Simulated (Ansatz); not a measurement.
Run report: ZrH$_{3}$Se$_{3}$Cl, single-point calculation

System: ZrH$_{3}$Se$_{3}$Cl.
Method: RKS PBE0-D4/def2-TZVPP (Ansatz 0.2.0).

The geometry comes from this level: PBE0-D4/def2-TZVP.

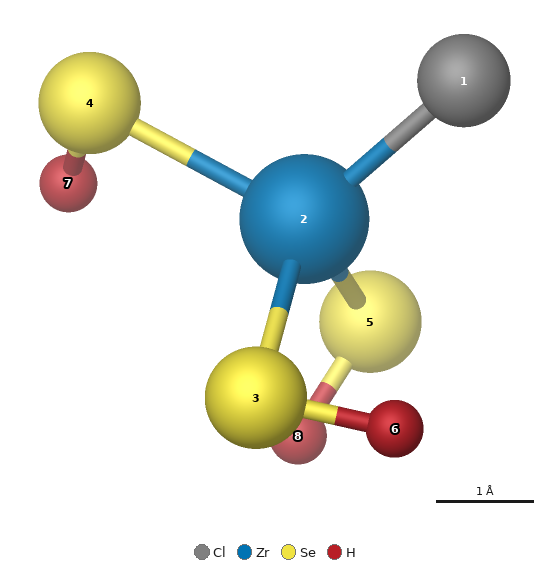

Figure 1. The structure (ball-and-stick view, seen at a tilt; atoms are numbered from 1 in the order of the input). Sticks mark near contacts. Bond lengths as drawn: Cl–Zr 2.32 Å, H–Se 1.47 to 1.48 Å and Se–Zr 2.55 to 2.56 Å.

Results in brief:

| quantity | value |
| --- | --- |
| outcome | converged |
| total energy | −209880.4003 eV |
| mean-field energy | −209880.0931 eV |
| dispersion energy | −0.3072 eV |
| SCF solution under orbital rotations | stable |
| HOMO | −7.50 eV |
| LUMO | −2.58 eV |
| hardware | 4 threads of Intel Xeon, 31 GiB of memory available, shared host |
| wall time | 5.5 s (CPU time 21 s) |
| peak memory | 1.7 GiB |

The input:
```yaml
crystal:
  periodic: [false, false, false]
  atoms:
    - {symbol: Cl, position_ang: [-2.798975, -0.604764, 0.517060]}
    - {symbol: Zr, position_ang: [-0.519597, -0.287761, 0.202935]}
    - {symbol: Se, position_ang: [0.340327, 1.786193, 1.412523]}
    - {symbol: Se, position_ang: [0.829582, -2.185648, 1.238628]}
    - {symbol: Se, position_ang: [0.019218, -0.064039, -2.288466]}
    - {symbol: H, position_ang: [-0.701668, 2.553416, 0.700228]}
    - {symbol: H, position_ang: [1.737031, -2.051224, 0.084580]}
    - {symbol: H, position_ang: [1.094091, 0.853827, -1.867489]}
basis:
  gaussian: {orbitals: def2-TZVPP}
hamiltonian: {xc: pbe0, dispersion: d4}
output: {orbitals: {seedname: orbitals}}
```

Launch command:
```bash
ansatz run in.yaml --threads 4 --pin off --events-out ev --progress --plain --max-ram 11315MiB
```

The program's output:
```
Functional definition: PBE0
  name "PBE0"
  cite "Adamo & Barone, J. Chem. Phys. 110, 6158 (1999) doi:10.1063/1.478522"
  cite "Perdew, Burke & Ernzerhof, Phys. Rev. Lett. 77, 3865 (1996) doi:10.1103/PhysRevLett.77.3865"
  parent pbe
  parameter a = 0.25
  parameter kappa = 0.804
  parameter beta = 0.06672455060314922
  exchange = (1 - a)*pbe_x(kappa = kappa, mu = beta*pi^2/3) + a*exact_x
  correlation = pbe_c(beta = beta)
2128 factors; their error is unknown
mean field evaluation 1: about -209877.7428 eV, gradient 2.0e1 eV
mean field evaluation 2: about -209877.5096 eV, gradient 2.3e1 eV
mean field evaluation 4: about -209878.7701 eV, gradient 3.0e0 eV
mean field evaluation 8: about -209878.7968 eV, gradient 1.8e-1 eV
mean field evaluation 16: about -209880.0930 eV, gradient 3.1e-4 eV
mean field -209880.09303318 eV, -7712.9511571329 hartree, gradient 5.4e-5 eV, S^2 0.000000; 0 other end points of the search recorded, 0 dependent functions left out
reference -209880.09307395 eV, -7712.9511586310 hartree; 67, 67 occupied and 217, 217 virtual orbitals, 2128 factors
Total energy: -209880.40032078 eV, -7712.9624497439 hartree
```

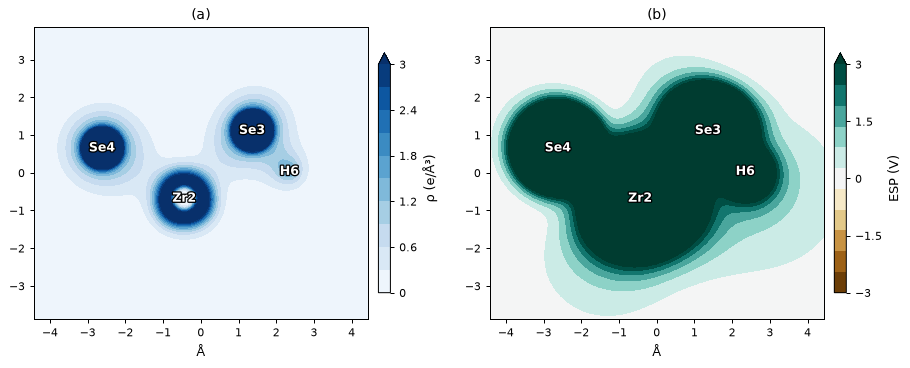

Figure 2. (a) total electron density; (b) molecular electrostatic potential on the plane of atoms Se3, Zr2 and Se4. The section cuts through Zr, Se and H sites. Zr–Se (2.55 Å): ρ is about 0.54 e/Å³ halfway. Se–H (1.48 Å): ρ is about 1.3 e/Å³ halfway, with its minimum of 1.1 e/Å³ about 0.9 Å from Se. The potential has no marked negative region in this plane.

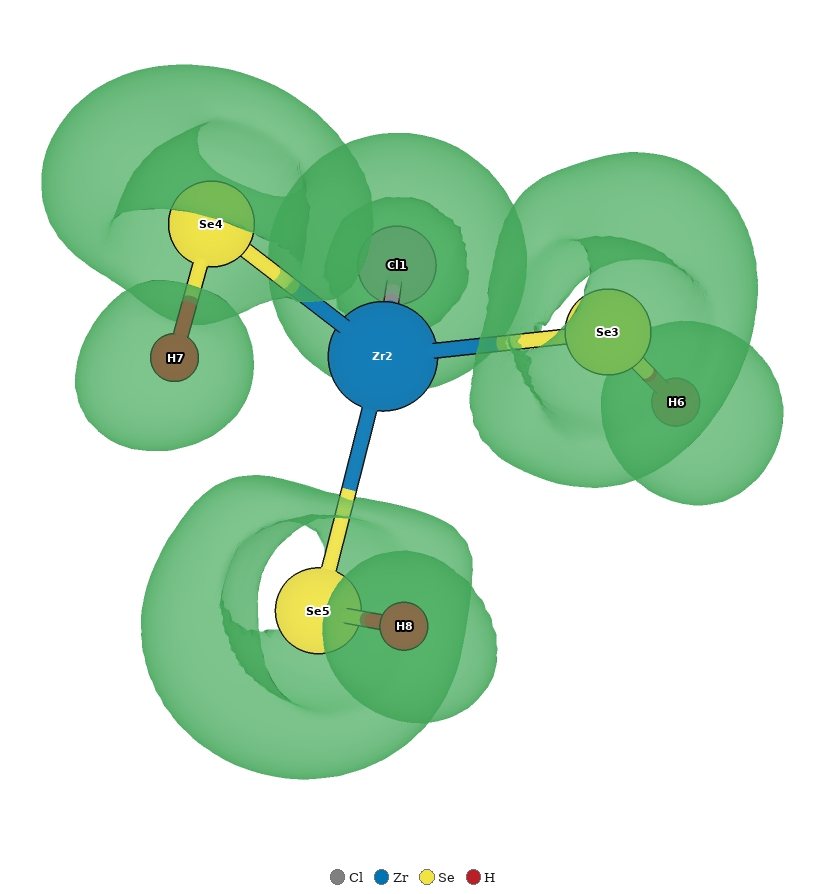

Figure 3. Isosurface of the electron localisation function at 0.75 (green), seen at a tilt. Only the valence region is drawn (cores and ρ < 0.01 e/Å³ removed). Along the contacts the grid gives the following. Zr–Cl (2.32 Å): the ELF peaks at about 0.85 in the valence shell of Cl, 0.8 Å from its nucleus, and is about 0.35 at the midpoint. Zr–Se (2.55 Å): the ELF peaks at about 0.80 in the valence shell of Se, 1.0 Å from its nucleus, and is about 0.55 at the midpoint.

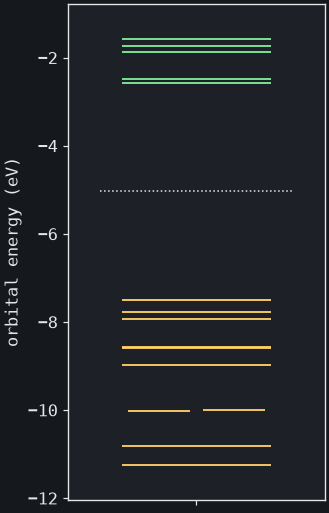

Figure 4. Orbital energies near the frontier; the dotted line parts filled from empty levels, and levels within 0.02 eV of each other stand side by side. Highest filled −7.50 eV, lowest empty −2.58 eV, 4.92 eV apart.
